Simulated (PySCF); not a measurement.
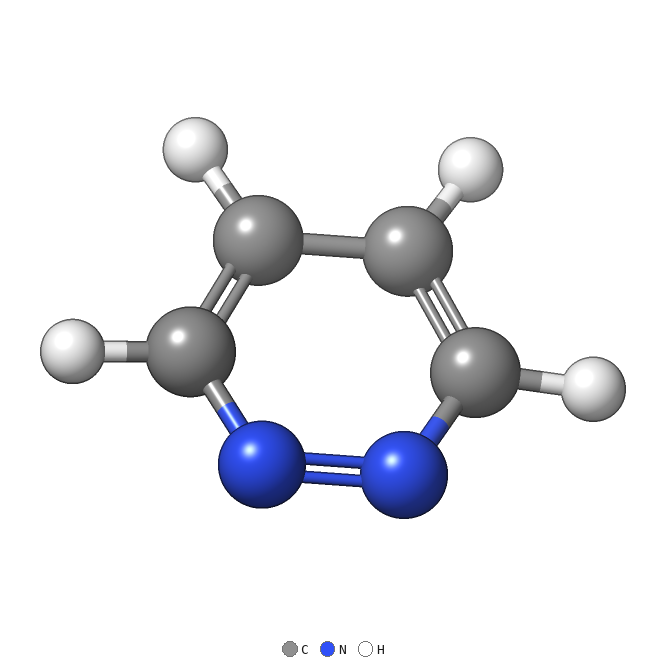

Rendered structure (ball-and-stick style). Double and triple bonds are drawn as two and three sticks.

Count the atoms of each element.

Answer. C₄H₄N₂, 10 atoms: 4 carbon, 4 hydrogen and 2 nitrogen.

How many atoms are distinct by symmetry?

Answer. 5: 2 C, 2 C, 2 N, 2 H, 2 H.

What is its SMILES?

Answer. c1ccnnc1

How many bonds of each kind are drawn?

Answer. 4 C–H, 3 C–C, 2 C–N, 1 N–N.

The parts below concern this one geometry. Atoms keep their numbers from picture to picture. The geometry was computed by an optimisation with PBE0-D3(BJ)/def2-SVP. No frequency run is at hand to confirm it as a minimum.

### Ring current

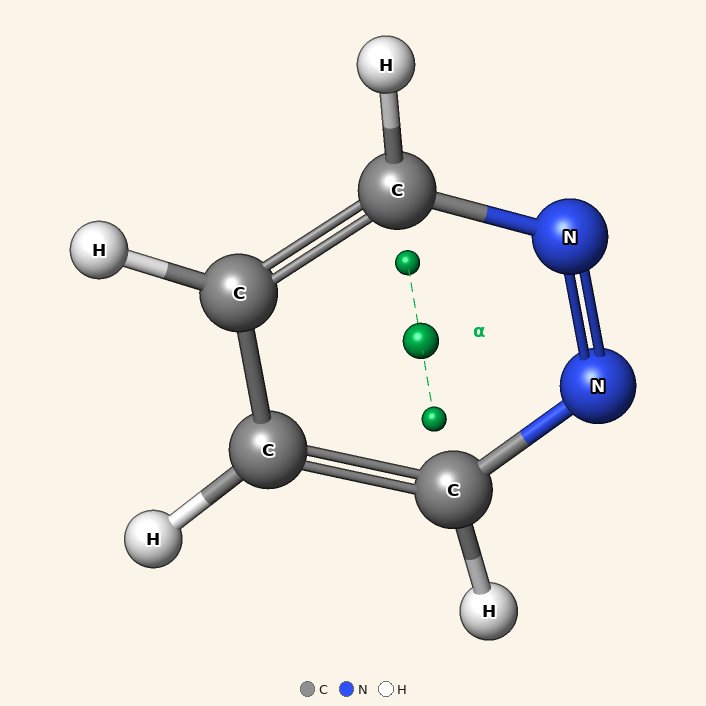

The small points mark where nucleus-independent chemical shifts (NICS) were computed: at the centre of each lettered ring and 1 Å above and below it. No frequency run is at hand to confirm it as a minimum. Properties computed with GIAO LDA/pcSseg-2 NMR shielding, non-relativistic, gas phase (PySCF 2.14.0).

Give NICS(0), NICS(1) and the out-of-plane component NICS(1)zz for each ring (means of the two sides).

```json
{"ring": "α", "members": "C4N2", "NICS(0)": "−4.5", "NICS(1)": "−10.0", "NICS(1)zz": "−28.0"}
```

Values in ppm.

What do the values say about the ring currents?

Answer. Ring α: diatropic, as in an aromatic ring. NICS is one index among several.

### NMR shielding

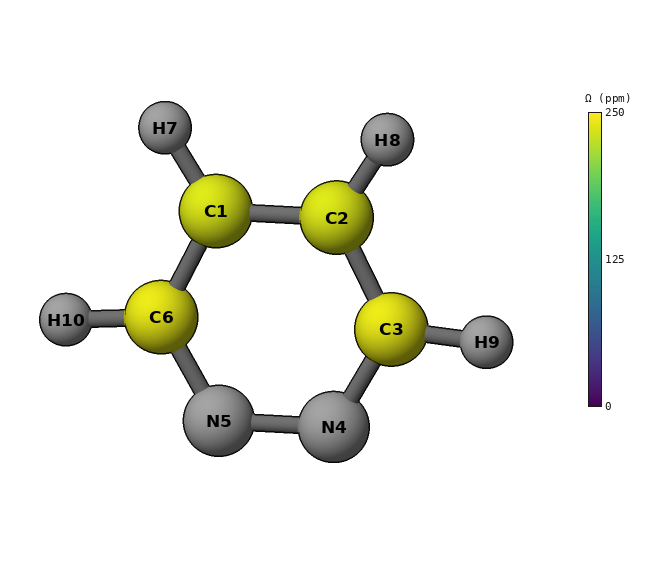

The C atoms are coloured by the span of their shielding tensor. No frequency run is at hand to confirm it as a minimum. Level of theory: GIAO OPBE/pcSseg-2 NMR shielding, non-relativistic, gas phase (PySCF 2.14.0). Principal shieldings σ11 ≤ σ22 ≤ σ33, span Ω = σ33 − σ11, skew κ = 3(σiso − σ22)/Ω.

Give the shielding tensors of the C atoms.

```csv
atom,σ11,σ22,σ33,σiso,Ω,κ
"C1, C2",−55.0,52.3,179.5,59.0,234.5,0.08
"C3, C6",−94.0,41.6,145.4,31.0,239.4,−0.13
```

Shieldings and span in ppm.

### Dipole moment

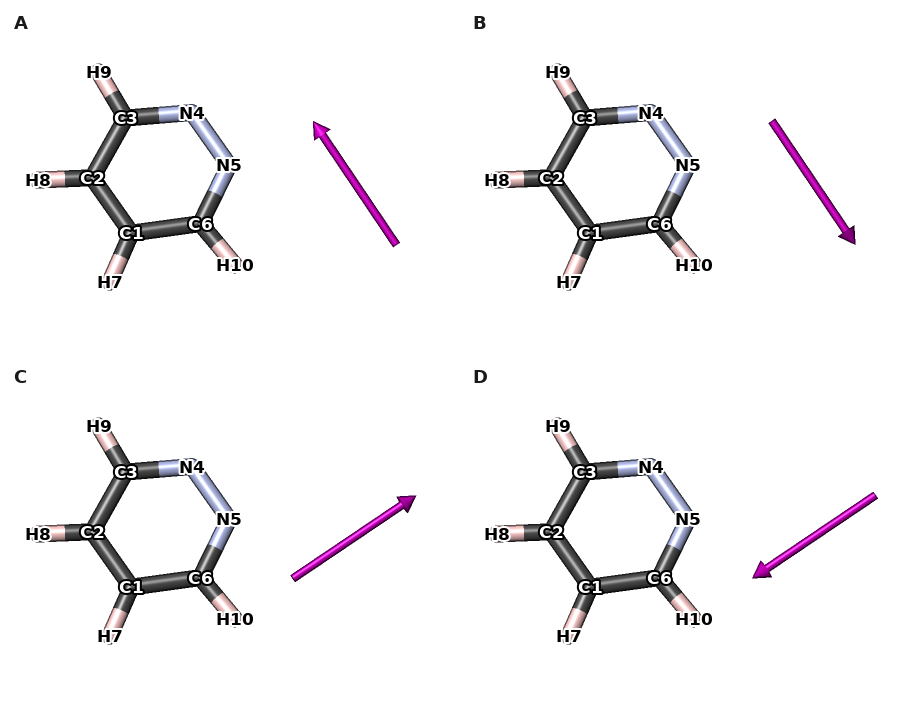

The same molecule four times, each with an arrow. No frequency run is at hand to confirm it as a minimum. Method: LDA/pcSseg-2, gas phase (PySCF 2.14.0).

Which arrow points along the dipole moment, from the negative to the positive end?

Answer. D. The dipole moment is 4.26 D; it points from the side of N4, N5 to the side of H7, H8 (the outermost atoms at the two ends).
